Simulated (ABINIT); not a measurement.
## LiH (Fm-3m): G0W0 in ABINIT against the bands in the self-energy

Wanted: the cheapest bands in the self-energy that holds the gap of LiH (Fm-3m).

Main program and level: ABINIT 10.8.3; PBE and many-body steps on it, plane waves.

The database entry behind the starting cell differs from later determinations by our own check (the deuteride, about 0.2 % short), so it need not match the best structure at ambient conditions.

**1. The starting structure**

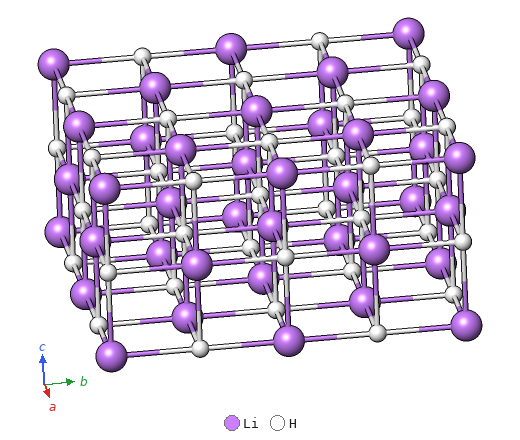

The starting structure, seen slightly off an axis (lithium purple, hydrogen white). 2×2×1 cells are drawn. This picture shows the conventional cell, with its axes. Some periodic images of atoms are drawn too.

The cell and positions come from the Crystallography Open Database and are kept as given unless a step says otherwise.

**2. Screening, 6×6×6 mesh, 110 bands, screening to 217.7 eV**

This step: ABINIT 10.8.3; RPA screening on PBE, plane waves, norm-conserving pseudopotentials.

The RPA dielectric matrix is built and inverted for each q.

The input, run.abi:

```
acell 3*1.0 Angstrom
rprim 
  0.000000000000 2.036750000000 2.036750000000
  2.036750000000 -0.000000000000 2.036750000000
  2.036750000000 2.036750000000 -0.000000000000
ntypat 2
znucl 3 1
natom 2
typat 1 2
xred 
  0.000000000000 0.000000000000 0.000000000000
  0.500000000000 0.500000000000 0.500000000000
pp_dirpath "pseudos"
pseudos "Li.upf, H.upf"
ecut 33
ngkpt 6 6 6
nshiftk 1
shiftk 0 0 0
kptopt 1
chksymbreak 0
istwfk *1
occopt 1
irdwfk 1
optdriver 3
nband 110
ecuteps 8
inclvkb 2
awtr 1
symchi 1
indata_prefix "in"
outdata_prefix "out"
tmpdata_prefix "tmp"
```

On the command line:

```
$ OMP_NUM_THREADS=1 mpirun -n 4 abinit run.abi > log
```

The log of the run:

```text
.Version 10.8.3 of ABINIT. v10.8.2 released Aug 2026.

 Symmetries : space group Fm -3 m (#225); Bravais cF (face-center cubic)
[... echo of the input left out ...]
== DATASET  1 ==================================================================
-   mpi_nproc: 4, omp_nthreads: 1 (-1 if OMP is not activated)

--- !DatasetInfo
iteration_state: {dtset: 1, }
dimensions: {natom: 2, nkpt: 16, mband: 110, nsppol: 1, nspinor: 1, nspden: 1, mpw: 1056, }
cutoff_energies: {ecut:  33.0, pawecutdg:  -1.0, }
electrons: {nelect:   4.00000000E+00, charge:   0.00000000E+00, occopt:   1.00000000E+00, tsmear:   1.00000000E-02, }

 SCREENING: Calculation of the susceptibility and dielectric matrices

 Based on a program developped by R.W. Godby, V. Olevano, G. Onida, and L. Reining.
 Incorporated in ABINIT by V. Olevano, G.-M. Rignanese, and M. Torrent.
.Using double precision arithmetic ; gwpc =  8

[... cell and pseudopotentials left out ...]
--------------------------------------------------------------------------------

 ==== K-mesh for the wavefunctions ====
 Number of points in the irreducible wedge :    16
[... list of points left out ...]
 Together with 48 symmetry operations and time-reversal symmetry
 yields   216 points in the full Brillouin Zone.

 ==== Q-mesh for the screening function ====
 Number of points in the irreducible wedge :    16
[... list of points left out ...]
 Together with 48 symmetry operations and time-reversal symmetry
 yields   216 points in the full Brillouin Zone.

 setmesh: FFT mesh size selected  =    24x   24x   24
          total number of points  =        13824

 vcoul_init : cutoff-mode = AUXILIARY_FUNCTION
 q-points for optical limit:   1
     1)      0.000010    0.000020    0.000030

- screening: taking advantage of time-reversal symmetry
- Maximum band index for partially occupied states nbvw = 2
- Remaining bands to be divided among processors   nbcw = 108
- Number of bands treated by each node ~27

 Number of electrons calculated from density =    4.0000; Expected =    4.0000
 average of density, n =  0.035077
 r_s =    1.8951
 omega_plasma =   18.0662 [eV]

 calculating chi0 at frequencies [eV] :
  1    0.000000E+00    0.000000E+00
  2    0.000000E+00    1.806615E+01

--------------------------------------------------------------------------------
  q-point number  1        q = ( 0.000000, 0.000000, 0.000000) [r.l.u.]
--------------------------------------------------------------------------------
[... chi0 elements left out ...]
 For q-point:  0.000010 0.000020 0.000030
  dielectric constant =   4.1825
  dielectric constant without local fields =   4.5879

  Average fulfillment of the sum rule on Im[epsilon] for q-point    1 :     94.81  [%]
[... wings left out ...]
  q-point number  2        q = ( 0.166667, 0.000000, 0.000000) [r.l.u.]
--------------------------------------------------------------------------------
[... chi0 elements left out ...]
  Average fulfillment of the sum rule on Im[epsilon] for q-point    2 :    100.60  [%]

 [... 14 further q-points ...]
```

Elapsed: 38 s, on 4 MPI ranks of Arm Neoverse N1, shared host; peak memory 0.75 GiB; 2.6 min of CPU time.

Numbers from this step:

```
ε∞ with local fields, on this mesh, along the program's q direction : 4.183
the same without local fields                                       : 4.588
plasma frequency                                                    : 18.07 eV
plane waves in the screening matrix                                 : 137
```

Local fields lower ε∞ by 9 %.

**3. 10 bands**

This step: G0W0 on PBE, plane waves, norm-conserving pseudopotentials.

Changes to run.abi since step 2:

```diff
@@ -23,8 +23,17 @@
 irdwfk 1
-optdriver 3
-nband 110
+optdriver 4
+nband 10
+gwcalctyp 0
+ecutsigx 33
+symsigma 1
+nkptgw 2
+kptgw 
+  0.5000000000 0.5000000000 0.0000000000
+  0.0000000000 0.0000000000 0.0000000000
+bdgw 
+  1 5
+  1 6
 ecuteps 8
-inclvkb 2
-awtr 1
-symchi 1
+irdscr 1
+ppmodel 1
 indata_prefix "in"
```

The log of the run:

```text
.Version 10.8.3 of ABINIT. v10.8.2 released Aug 2026.

 Symmetries : space group Fm -3 m (#225); Bravais cF (face-center cubic)
[... echo of the input left out ...]
== DATASET  1 ==================================================================
-   mpi_nproc: 4, omp_nthreads: 1 (-1 if OMP is not activated)

--- !DatasetInfo
iteration_state: {dtset: 1, }
dimensions: {natom: 2, nkpt: 16, mband: 10, nsppol: 1, nspinor: 1, nspden: 1, mpw: 1056, }
cutoff_energies: {ecut:  33.0, pawecutdg:  -1.0, }
electrons: {nelect:   4.00000000E+00, charge:   0.00000000E+00, occopt:   1.00000000E+00, tsmear:   1.00000000E-02, }

 SIGMA: Calculation of the GW corrections

 Based on a program developped by R.W. Godby, V. Olevano, G. Onida, and L. Reining.
 Incorporated in ABINIT by V. Olevano, G.-M. Rignanese, and M. Torrent.
.Using double precision arithmetic ; gwpc =  8

[... cell and pseudopotentials left out ...]
--------------------------------------------------------------------------------

 ==== K-mesh for the wavefunctions ====
 Number of points in the irreducible wedge :    16
[... list of points left out ...]
 Together with 48 symmetry operations and time-reversal symmetry
 yields   216 points in the full Brillouin Zone.

 ==== Q-mesh for screening function ====
 Number of points in the irreducible wedge :    16
[... list of points left out ...]
 Together with 48 symmetry operations and time-reversal symmetry
 yields   216 points in the full Brillouin Zone.

 vcoul_init : cutoff-mode = AUXILIARY_FUNCTION
 q-points for optical limit:   1
     1)      0.000010    0.000020    0.000030
 setmesh: FFT mesh size selected  =    30x   30x   30
          total number of points  =        27000

 Number of electrons calculated from density =    4.0000; Expected =    4.0000
 average of density, n =  0.035077
 r_s =    1.8951
 omega_plasma =   18.0662 [eV]

 === KS Band Gaps ===
  >>>> For spin  1
   Minimum direct gap =   3.0221 [eV], located at k-point      :   0.5000  0.5000  0.0000
   Fundamental gap    =   3.0221 [eV], Top of valence bands at :   0.5000  0.5000  0.0000
                                       Bottom of conduction at :   0.5000  0.5000  0.0000
 SIGMA fundamental parameters:
 PLASMON POLE MODEL  1
 number of plane-waves for SigmaX                 1037
 number of plane-waves for SigmaC and W            137
 number of plane-waves for wavefunctions          1037
 number of bands                                    10
 number of independent spin polarizations            1
 number of spinorial components                      1
 number of k-points in IBZ                          16
 number of q-points in IBZ                          16
 number of symmetry operations                      48
 number of k-points in BZ                          216
 number of q-points in BZ                          216
 number of frequencies for dSigma/dE                 9
 frequency step for dSigma/dE [eV]                0.25
 number of omega for Sigma on real axis              0
 max omega for Sigma on real axis  [eV]           0.00
 zcut for avoiding poles [eV]                     0.10

 EPSILON^-1 parameters (SCR file):
 dimension of the eps^-1 matrix on file            137
 dimension of the eps^-1 matrix used               137
 number of plane-waves for wavefunctions          1037
 number of bands                                   110
 number of q-points in IBZ                          16
 number of frequencies                               2
 number of real frequencies                          1
 number of imag frequencies                          1

 matrix elements of self-energy operator (all in [eV])

 Perturbative Calculation

--- !SelfEnergy_ee
iteration_state: {dtset: 1, }
kpoint     : [   0.500,    0.500,    0.000, ]
spin       : 1
KS_gap     :    3.022
QP_gap     :    4.743
Delta_QP_KS:    1.721
data: !SigmaeeData |
     Band     E0 <VxcDFT>   SigX SigC(E0)      Z dSigC/dE  Sig(E)    E-E0       E
        1 -44.599 -25.708 -39.768   5.782   0.771  -0.297 -32.091  -6.383 -50.981
        2  -0.348 -11.307 -14.604   2.117   0.775  -0.290 -12.222  -0.914  -1.263
        3   2.674  -7.646  -3.654  -3.000   0.813  -0.230  -6.840   0.807   3.481
        4  10.239  -8.235  -2.665  -3.964   0.787  -0.271  -6.972   1.263  11.502
        5  10.239  -8.235  -2.665  -3.964   0.787  -0.271  -6.972   1.263  11.502

--- !SelfEnergy_ee
iteration_state: {dtset: 1, }
kpoint     : [   0.000,    0.000,    0.000, ]
spin       : 1
KS_gap     :   20.729
QP_gap     :   23.343
Delta_QP_KS:    2.614
data: !SigmaeeData |
     Band     E0 <VxcDFT>   SigX SigC(E0)      Z dSigC/dE  Sig(E)    E-E0       E
        1 -44.649 -25.626 -39.706   5.759   0.767  -0.303 -32.011  -6.386 -51.034
        2  -5.602  -9.916 -15.613   3.755   0.714  -0.401 -11.302  -1.386  -6.987
        3  15.128 -11.719  -4.658  -5.227   0.670  -0.493 -10.490   1.228  16.356
        4  17.057  -8.963  -2.437  -4.585   0.704  -0.420  -7.597   1.367  18.423
        5  17.057  -8.963  -2.437  -4.585   0.704  -0.420  -7.597   1.367  18.423
        6  17.057  -8.963  -2.437  -4.585   0.704  -0.420  -7.597   1.367  18.423

== END DATASET(S) ==============================================================
================================================================================

 -outvars: echo values of variables after computation  --------
           etotal      0.0000000000E+00
            nband          10
             nkpt          16
          spgroup         225
 [... the other variables as echoed above ...]

 Calculation completed.
```

The job ended after 3.7 s (4 MPI ranks; peak memory 0.45 GiB; 14 s of CPU time).

This step gave:

```
G0W0 gap on the points computed              : 4.744 eV
starting gap on the mesh                     : 3.022 eV
k of the valence top                         : 0.5, 0.5, 0
k of the conduction bottom                   : 0.5, 0.5, 0
Z at the valence top                         : 0.775
Z at the conduction bottom                   : 0.813
least direct G0W0 gap on the computed points : 4.744 eV
```

**4. 11 bands**

Changes to run.abi since step 3:

```diff
@@ -24,3 +24,3 @@
 optdriver 4
-nband 10
+nband 11
 gwcalctyp 0
```

The log of the run:

```text
.Version 10.8.3 of ABINIT. v10.8.2 released Aug 2026.

 Symmetries : space group Fm -3 m (#225); Bravais cF (face-center cubic)
[... echo of the input left out ...]
== DATASET  1 ==================================================================
-   mpi_nproc: 4, omp_nthreads: 1 (-1 if OMP is not activated)

--- !DatasetInfo
iteration_state: {dtset: 1, }
dimensions: {natom: 2, nkpt: 16, mband: 11, nsppol: 1, nspinor: 1, nspden: 1, mpw: 1056, }
cutoff_energies: {ecut:  33.0, pawecutdg:  -1.0, }
electrons: {nelect:   4.00000000E+00, charge:   0.00000000E+00, occopt:   1.00000000E+00, tsmear:   1.00000000E-02, }

 SIGMA: Calculation of the GW corrections

 Based on a program developped by R.W. Godby, V. Olevano, G. Onida, and L. Reining.
 Incorporated in ABINIT by V. Olevano, G.-M. Rignanese, and M. Torrent.
.Using double precision arithmetic ; gwpc =  8

[... cell and pseudopotentials left out ...]
--------------------------------------------------------------------------------

 ==== K-mesh for the wavefunctions ====
 Number of points in the irreducible wedge :    16
[... list of points left out ...]
 Together with 48 symmetry operations and time-reversal symmetry
 yields   216 points in the full Brillouin Zone.

 ==== Q-mesh for screening function ====
 Number of points in the irreducible wedge :    16
[... list of points left out ...]
 Together with 48 symmetry operations and time-reversal symmetry
 yields   216 points in the full Brillouin Zone.

 vcoul_init : cutoff-mode = AUXILIARY_FUNCTION
 q-points for optical limit:   1
     1)      0.000010    0.000020    0.000030
 setmesh: FFT mesh size selected  =    30x   30x   30
          total number of points  =        27000

 Number of electrons calculated from density =    4.0000; Expected =    4.0000
[...]
number of omega for Sigma on real axis              0
 max omega for Sigma on real axis  [eV]           0.00
 zcut for avoiding poles [eV]                     0.10

 EPSILON^-1 parameters (SCR file):
 dimension of the eps^-1 matrix on file            137
 dimension of the eps^-1 matrix used               137
 number of plane-waves for wavefunctions          1037
 number of bands                                   110
 number of q-points in IBZ                          16
 number of frequencies                               2
 number of real frequencies                          1
 number of imag frequencies                          1

 matrix elements of self-energy operator (all in [eV])

 Perturbative Calculation

--- !SelfEnergy_ee
iteration_state: {dtset: 1, }
kpoint     : [   0.500,    0.500,    0.000, ]
spin       : 1
KS_gap     :    3.022
QP_gap     :    4.760
Delta_QP_KS:    1.738
data: !SigmaeeData |
     Band     E0 <VxcDFT>   SigX SigC(E0)      Z dSigC/dE  Sig(E)    E-E0       E
        1 -44.599 -25.708 -39.768   5.765   0.771  -0.297 -32.103  -6.395 -50.994
        2  -0.348 -11.307 -14.604   2.052   0.774  -0.291 -12.271  -0.964  -1.312
        3   2.674  -7.646  -3.654  -3.040   0.812  -0.231  -6.872   0.774   3.448
[...]
--- !SelfEnergy_ee
iteration_state: {dtset: 1, }
kpoint     : [   0.000,    0.000,    0.000, ]
spin       : 1
KS_gap     :   20.729
QP_gap     :   23.308
Delta_QP_KS:    2.578
data: !SigmaeeData |
     Band     E0 <VxcDFT>   SigX SigC(E0)      Z dSigC/dE  Sig(E)    E-E0       E
[...]
5  17.057  -8.963  -2.437  -4.717   0.702  -0.424  -7.693   1.270  18.327
        6  17.057  -8.963  -2.437  -4.717   0.702  -0.424  -7.693   1.270  18.327

== END DATASET(S) ==============================================================
================================================================================

 -outvars: echo values of variables after computation  --------
           etotal      0.0000000000E+00
            nband          11
             nkpt          16
          spgroup         225
 [... the other variables as echoed above ...]

 Calculation completed.
```

Run time: 3.7 s. Hardware: 4 MPI ranks; peak memory 0.45 GiB.

Numbers from this step:

```
G0W0 gap on the points computed              : 4.76 eV
starting gap on the mesh                     : 3.022 eV
k of the valence top                         : 0.5, 0.5, 0
k of the conduction bottom                   : 0.5, 0.5, 0
Z at the valence top                         : 0.774
Z at the conduction bottom                   : 0.812
least direct G0W0 gap on the computed points : 4.76 eV
```

(Continued in part 2 of 2.)

[Paths, hosts, dates, memory and timing lines, banners, echoed tables and standing remarks are left out of the program output.]

[Logs are printed without paths, hosts, clocks, repeated set-up lines and the standing remarks that a program may print on its own settings, such as how far it seeks lower states.]

[Runs of the session that timed out or met a known fault of the program may be left out.]

[Hosts, paths, dates, database ids (printed as entryN), source tags and the programs' standing remarks are cut or masked in the printed files.]

[G0W0 gaps are taken among the corrected bands and points alone; a level outside them can change the order at an edge.]

[Where Ansatz stands beside ABINIT at settings called matched, ABINIT's density can come from a denser mesh and the files from another edition; pairs whose starting gaps differed by over 0.03 eV were left out, so agreement reads better than it is.]
